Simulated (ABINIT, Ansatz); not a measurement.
**A GW chain in ABINIT: SiO2 (Quartz)**

Aim: the G0W0 gap of SiO2 (Quartz) on LDA, step by step.

Main program and level: ABINIT 10.8.3; LDA and many-body steps on it, plane waves.

## (1) The structure

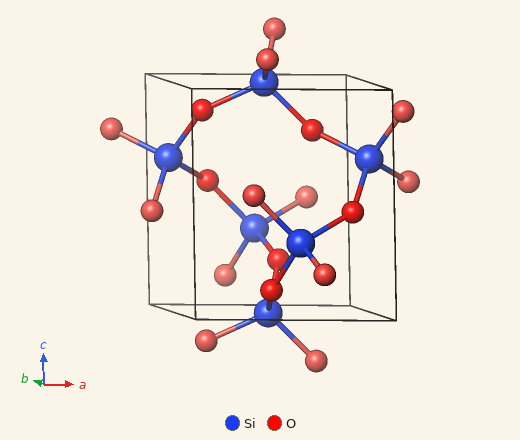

The starting structure, seen from a free direction (silicon blue, oxygen red). Some periodic images of atoms are drawn too.

The cell and positions come from the Crystallography Open Database and are kept as given unless a step says otherwise.

## (2) Ground state

This step: ABINIT 10.8.3; DFT, LDA, plane waves, norm-conserving pseudopotentials.

The ground-state density comes first.

File run.abi:

```
acell 3*1.0 Angstrom
rprim 
  4.915799999986 0.000000000003 0.000000000000
  -2.457899999996 4.257207679910 0.000000000000
  0.000000000000 0.000000000000 5.409100000000
ntypat 2
znucl 14 8
natom 9
typat 1 1 1 2 2 2 2 2 2
xred 
  0.530300000000 0.000000000000 0.333333333333
  0.000000000000 0.530300000000 0.666666666667
  0.469700000000 0.469700000000 -0.000000000000
  0.146200000000 0.414200000000 0.881000000000
  0.585800000000 0.732000000000 0.214333333333
  0.268000000000 0.853800000000 0.547666666667
  0.414200000000 0.146200000000 0.119000000000
  0.732000000000 0.585800000000 0.785666666667
  0.853800000000 0.268000000000 0.452333333333
pp_dirpath "pseudos"
pseudos "Si.upf, O.upf"
ecut 36
ngkpt 6 6 4
nshiftk 1
shiftk 0 0 0
kptopt 1
chksymbreak 0
nband 32
occopt 1
tolvrs 1e-10
nstep 60
prtwf 0
optforces 0
optstress 0
indata_prefix "in"
outdata_prefix "out"
tmpdata_prefix "tmp"
```

Started as:

```sh
OMP_NUM_THREADS=1 mpirun -n 16 abinit run.abi > log
```

Numbers of over 12 decimals in the logs are rounded to 6 here.

What it wrote:

```text
.Version 10.8.3 of ABINIT. v10.8.2 released Aug 2026.

 Symmetries : space group P3_1 2 1 (#152); Bravais hP (primitive hexag.)
================================================================================
 Values of the parameters that define the memory need of the present run
     intxc =       0    ionmov =       0      iscf =       7    lmnmax =       6
     lnmax =       6     mgfft =      60  mpssoang =       3    mqgrid =    3001
     natom =       9  nloc_mem =       1    nspden =       1   nspinor =       1
    nsppol =       1      nsym =       6    n1xccc =    2501    ntypat =       2
    occopt =       1   xclevel =       1
-    mband =          32        mffmem =           1         mkmem =           2
       mpw =        7924          nfft =      174960          nkpt =          24
================================================================================
  Rough estimation (10% accuracy) of disk space for files :
================================================================================

--------------------------------------------------------------------------------
------------- Echo of variables that govern the present computation ------------
--------------------------------------------------------------------------------
 -outvars: echo values of preprocessed input variables --------
            acell      1.8897261259E+00  1.8897261259E+00  1.8897261259E+00 Bohr

      chksymbreak           0
             ecut      3.60000000E+01 Hartree
-          fftalg         312

              ixc       -1012
              kpt      0.00000000E+00  0.00000000E+00  0.00000000E+00
                       1.66666667E-01  0.00000000E+00  0.00000000E+00
                       3.33333333E-01  0.00000000E+00  0.00000000E+00
                       5.00000000E-01  0.00000000E+00  0.00000000E+00
                       1.66666667E-01  1.66666667E-01  0.00000000E+00
                       3.33333333E-01  1.66666667E-01  0.00000000E+00
                       3.33333333E-01  3.33333333E-01  0.00000000E+00
                       0.00000000E+00  0.00000000E+00  2.50000000E-01
                       1.66666667E-01  0.00000000E+00  2.50000000E-01
   [... 13 further rows ...]
                       3.33333333E-01  1.66666667E-01  5.00000000E-01
                       3.33333333E-01  3.33333333E-01  5.00000000E-01
         kptrlatt        6    0    0      0    6    0      0    0    4
          kptrlen      4.08868704E+01
P           mkmem           2
            natom           9
            nband          32
            ngfft          54      54      60
             nkpt          24
            nstep          60
             nsym           6
           ntypat           2
              occ      2.000000  2.000000  2.000000  2.000000  2.000000  2.000000
                       2.000000  2.000000  2.000000  2.000000  2.000000  2.000000
                       2.000000  2.000000  2.000000  2.000000  2.000000  2.000000
                       2.000000  2.000000  2.000000  2.000000  2.000000  2.000000
                       0.000000  0.000000  0.000000  0.000000  0.000000  0.000000
                       0.000000  0.000000
        optforces           0
        optstress           0
            prtwf           0
            rprim      4.9158000000E+00  3.0000000000E-12  0.0000000000E+00
[...]
spgroup         152

           tolvrs      1.00000000E-10

             xred      5.3030000000E-01  2.5857407038E-29  3.3333333333E-01
[...]
znucl       14.00000    8.00000

================================================================================

 chkinp: Checking input parameters for consistency.

================================================================================
== DATASET  1 ==================================================================
-   mpi_nproc: 16, omp_nthreads: 1 (-1 if OMP is not activated)
-    --> not optimal distribution: autoparal keyword recommended in input file <--

--- !DatasetInfo
iteration_state: {dtset: 1, }
dimensions: {natom: 9, nkpt: 24, mband: 32, nsppol: 1, nspinor: 1, nspden: 1, mpw: 7924, }
cutoff_energies: {ecut:  36.0, pawecutdg:  -1.0, }
electrons: {nelect:   4.80000000E+01, charge:   0.00000000E+00, occopt:   1.00000000E+00, tsmear:   1.00000000E-02, }

 Real(R)+Recip(G) space primitive vectors, cartesian coordinates (Bohr,Bohr^-1):
 R(1)=  9.2895157  0.0000000  0.0000000  G(1)=  0.1076482  0.0621507  0.0000000
 R(2)= -4.6447578  8.0449566  0.0000000  G(2)=  0.0000000  0.1243015  0.0000000
 R(3)=  0.0000000  0.0000000 10.2217176  G(3)=  0.0000000  0.0000000  0.0978309
 Unit cell volume ucvol=  7.6390729E+02 bohr^3
 Angles (23,13,12)=  9.00000000E+01  9.00000000E+01  1.20000000E+02 degrees

 getcut: wavevector=  0.0000  0.0000  0.0000  ngfft=  54  54  60
         ecut(hartree)=     36.000   => boxcut(ratio)=   2.15270

--- Pseudopotential description ------------------------------------------------
- Si Generated using ONCVPSP code by D. R. Hamann
- 14.00000   4.00000  180309                  znucl, zion, pspdat
12 -1012 2 -1 1510                            pspcod,pspxc,lmax,lloc,mmax
     nproj     2     2     2
  pspatm : epsatm=    6.67003958
         --- l  ekb(1:nproj) -->
[...]
pspatm: atomic psp has been read  and splines computed

- O Generated using ONCVPSP code by D. R. Hamann
-  8.00000   6.00000  201201                  znucl, zion, pspdat
12 -1012 2 -1 926                             pspcod,pspxc,lmax,lloc,mmax
     nproj     2     2     1
  pspatm : epsatm=    6.27558587
         --- l  ekb(1:nproj) -->
[...]
2   -1.033686
 pspatm: atomic psp has been read  and splines computed

   2.76785443E+03                                ecore*ucvol(ha*bohr**3)
--------------------------------------------------------------------------------

_setup2: Arith. and geom. avg. npw (full set) are    7882.604    7882.596

================================================================================

--- !BeginCycle
iteration_state: {dtset: 1, }
solver: {iscf: 7, nstep: 60, nline: 4, wfoptalg: 0, }
tolerances: {tolvrs: 1.00E-10, }

     iter   Etot(hartree)      deltaE(h)  residm     vres2
 ETOT  1  -111.65103493913    -1.117E+02 1.238E-01 1.623E+03
 ETOT  2  -111.76988304015    -1.188E-01 3.719E-02 1.395E+03
 ETOT  3  -112.30686714048    -5.370E-01 7.942E-03 9.907E+00
 ETOT  4  -112.30994911754    -3.082E-03 2.736E-03 1.070E-01
 ETOT  5  -112.30996396918    -1.485E-05 1.674E-03 6.786E-03
 ETOT  6  -112.30996505989    -1.091E-06 3.193E-03 2.352E-04
 ETOT  7  -112.30996508110    -2.121E-08 1.054E-03 9.355E-06
 ETOT  8  -112.30996508160    -5.067E-10 1.170E-03 3.309E-07
 ETOT  9  -112.30996508162    -1.683E-11 3.514E-04 2.062E-08
 ETOT 10  -112.30996508163    -8.058E-12 3.558E-04 7.665E-10
 ETOT 11  -112.30996508163     2.743E-12 2.213E-04 5.989E-11

 At SCF step   11       vres2   =  5.99E-11 < tolvrs=  1.00E-10 =>converged.

--- !ResultsGS
iteration_state: {dtset: 1, }
comment   : Summary of ground state results
lattice_vectors:
- [  9.2895157,   0.0000000,   0.0000000, ]
- [ -4.6447578,   8.0449566,   0.0000000, ]
- [  0.0000000,   0.0000000,  10.2217176, ]
lattice_lengths: [   9.28952,    9.28952,   10.22172, ]
lattice_angles: [ 90.000,  90.000, 120.000, ] # degrees, (23, 13, 12)
lattice_volume:   7.6390729E+02
convergence: {deltae:  2.743E-12, res2:  5.989E-11, residm:  2.213E-04, diffor:  0.000E+00, }
etotal    :  -1.12309965E+02
entropy   :   0.00000000E+00
fermie    :   4.34510667E-03
cartesian_stress_tensor: null
pressure_GPa: null
xred      :
- [  5.3030E-01,   2.5857E-29,   3.3333E-01, Si]
- [ -2.2564E-18,   5.3030E-01,   6.6667E-01, Si]
- [  4.6970E-01,   4.6970E-01,   1.3878E-16, Si]
- [  1.4620E-01,   4.1420E-01,   8.8100E-01,  O]
- [  5.8580E-01,   7.3200E-01,   2.1433E-01,  O]
- [  2.6800E-01,   8.5380E-01,   5.4767E-01,  O]
- [  4.1420E-01,   1.4620E-01,   1.1900E-01,  O]
- [  7.3200E-01,   5.8580E-01,   7.8567E-01,  O]
- [  8.5380E-01,   2.6800E-01,   4.5233E-01,  O]
cartesian_forces: null
force_length_stats: {min: null, max: null, mean: null, }

 Integrated electronic density in atomic spheres:
 ------------------------------------------------
 Atom  Sphere_radius  Integrated_density
[...]
================================================================================

 ----iterations are completed or convergence reached----

 Mean square residual over all n,k,spin=   87.327E-08; max=  22.128E-05
 reduced coordinates (array xred) for    9 atoms
[...]
0.585800000000      0.732000000000      0.214333333333
       0.268000000000      0.853800000000      0.547666666667
       0.414200000000      0.146200000000      0.119000000000
       0.732000000000      0.585800000000      0.785666666667
       0.853800000000      0.268000000000      0.452333333333
 rms dE/dt=  0.0000E+00; max dE/dt=  0.0000E+00; dE/dt below (all hartree)
    1       0.000000000000      0.000000000000      0.000000000000
    2       0.000000000000      0.000000000000      0.000000000000
    3       0.000000000000      0.000000000000      0.000000000000
    4       0.000000000000      0.000000000000      0.000000000000
    5       0.000000000000      0.000000000000      0.000000000000
    6       0.000000000000      0.000000000000      0.000000000000
    7       0.000000000000      0.000000000000      0.000000000000
    8       0.000000000000      0.000000000000      0.000000000000
    9       0.000000000000      0.000000000000      0.000000000000

 cartesian coordinates (angstrom) at end:
    1      2.606849     1.59e-12     1.803033
[...]
5      1.080493     3.116276     1.159350
    6     -0.781121     3.634804     2.962384
    7      1.676779     0.622404     0.643683
    8      2.158528     2.493872     4.249750
    9      3.538393     1.140932     2.446716
 length scales=  1.889726125908  1.889726125908  1.889726125908 bohr
              =  1.000000000000  1.000000000000  1.000000000000 angstroms
 prteigrs : about to open file out_EIG
 Fermi (or HOMO) energy (hartree) =   0.00435   Average Vxc (hartree)=  -0.35789
 Eigenvalues (hartree) for nkpt=  24  k points:
 kpt#   1, nband= 32, wtk=  0.00694, kpt=  0.0000  0.0000  0.0000 (reduced coord)
  -0.69890   -0.64078   -0.64078   -0.61613   -0.61455   -0.61455   -0.30057   -0.30057
  -0.19753   -0.19667   -0.19047   -0.19047   -0.10555   -0.10555   -0.09594   -0.08667
  -0.05171   -0.05171   -0.05054   -0.03275   -0.03275   -0.02106   -0.00757   -0.00757
   0.21754    0.33648    0.33648    0.35386    0.35386    0.39720    0.42411    0.45852
 prteigrs : prtvol=0 or 1, do not print more k-points.

--- !EnergyTerms
iteration_state     : {dtset: 1, }
comment             : Components of total free energy in Hartree
kinetic             :  7.34657604326328E+01
hartree             :  3.83581069719250E+01
xc                  : -2.99599870137542E+01
Ewald energy        : -6.94185472439243E+01
psp_core            :  3.62328579032349E+00
local_psp           : -1.13057203742036E+02
non_local_psp       : -1.53213802767918E+01
total_energy        : -1.12309965081625E+02
total_energy_eV     : -3.05610983910874E+03
band_energy         : -1.17226138559242E+01

== END DATASET(S) ==============================================================
================================================================================

 -outvars: echo values of variables after computation  --------
           etotal     -1.1230996508E+02
            nband          32
             nkpt          24
          spgroup         152
 [... the other variables as echoed above ...]

 Calculation completed.
```

Wall time 28 s (16 MPI ranks of Arm Neoverse V1, shared host); peak memory 1.6 GiB.

This step gave:

```yaml
total_energy: -3056.1098 eV
gap: 5.801 eV
k_of_the_valence_top: 0.3333, 0.3333, 0
k_of_the_conduction_bottom: 0, 0, 0
least_direct_gap: 6.126 eV
```

The gap is indirect, with the least direct gap 0.32 eV higher.

(Part 1 of 3 ends here.)

[Paths, hosts, dates, memory and timing lines, banners, echoed tables and standing remarks are left out of the program output.]

[Logs are printed without paths, hosts, clocks, repeated set-up lines and the standing remarks that a program may print on its own settings, such as how far it seeks lower states.]

[Runs of the session that timed out or met a known fault of the program may be left out.]

[Hosts, paths, dates, database ids (printed as entryN), source tags and the programs' standing remarks are cut or masked in the printed files.]

[G0W0 gaps are taken among the corrected bands and points alone; a level outside them can change the order at an edge.]

[Where Ansatz stands beside ABINIT at settings called matched, ABINIT's density can come from a denser mesh and the files from another edition; pairs whose starting gaps differed by over 0.03 eV were left out, so agreement reads better than it is.]
